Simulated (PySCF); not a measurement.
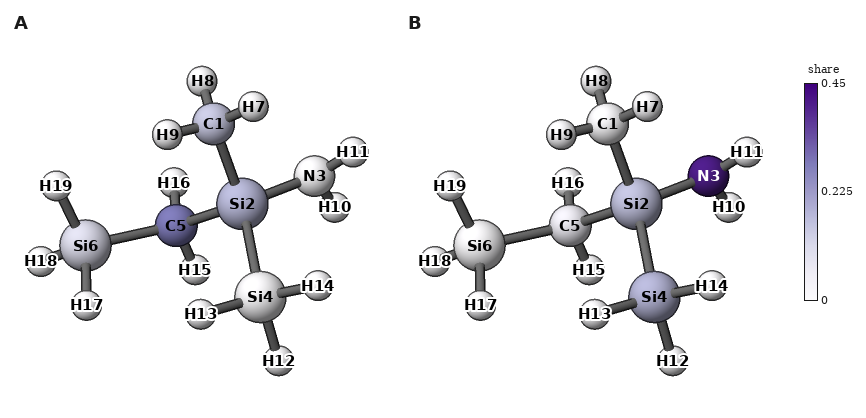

Each panel colours the atoms by their Löwdin share in one orbital (up to four of the largest shares; other atoms are shown as zero). The geometry was computed by an optimisation with GFN2-xTB. No frequency run is at hand to confirm it as a minimum. Method: ωB97X-D/def2-SVPD (PySCF 2.14.0).

### The panels show the HOMO−1, HOMO, in some order. Which is which?

A: HOMO−1, −10.36 eV; C5 0.28, Si2 0.17, C1 0.14, Si6 0.10
B: HOMO, −8.83 eV; N3 0.41, Si4 0.18, Si2 0.16, C5 0.05

The geometry is semi-empirical. Around Si such bond lengths and angles can be off by a tenth of an ångström or more and by several degrees, and values that hang on the shape move with them.
